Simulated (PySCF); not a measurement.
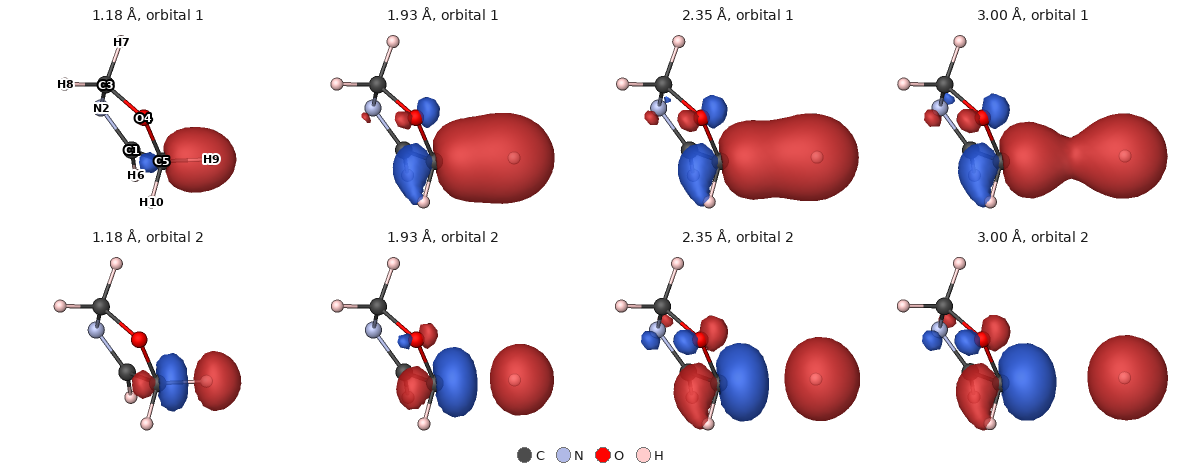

C$_{3}$H$_{5}$NO, SMILES `C1=NCOC1`. Rigid stretch of the C5–H9 bond. The two CASSCF(2,2) natural orbitals nearest half filling (orbital 1 the more occupied).

PySCF calculation, def2-SVP basis, gas phase; geometry: GFN2-xTB. No frequency check shows the geometry to be a minimum.

> How do the occupations change along the stretch?

1.18 Å: 1.98 and 0.02; 1.93 Å: 1.82 and 0.18; 2.35 Å: 1.62 and 0.38; 3.00 Å: 1.30 and 0.70. At the longest distance computed (3.00 Å) they are 1.30 and 0.70, and the effective number of unpaired electrons is 1.7.

UHF's ⟨S²⟩ passes 1 along the scan (up to 1.13), so it also polarises electrons outside the stretched bond; its energy lowering isn't due to that bond alone.

> Where does the UHF solution part from RHF?

Between 1.44 Å (⟨S²⟩ = 0, the two coincide) and 1.66 Å (⟨S²⟩ = 0.20); at 3.00 Å ⟨S²⟩ is 1.13 and UHF lies 3.4 eV below RHF.

> How much energy does the stretch cost?

By CASSCF, 4.0 eV from the lowest point of the scan (1.07 Å) to 3.00 Å; RHF gives 6.8 eV from its own lowest point. The fragments aren't relaxed and dynamic correlation is missing, so this isn't a bond dissociation energy.
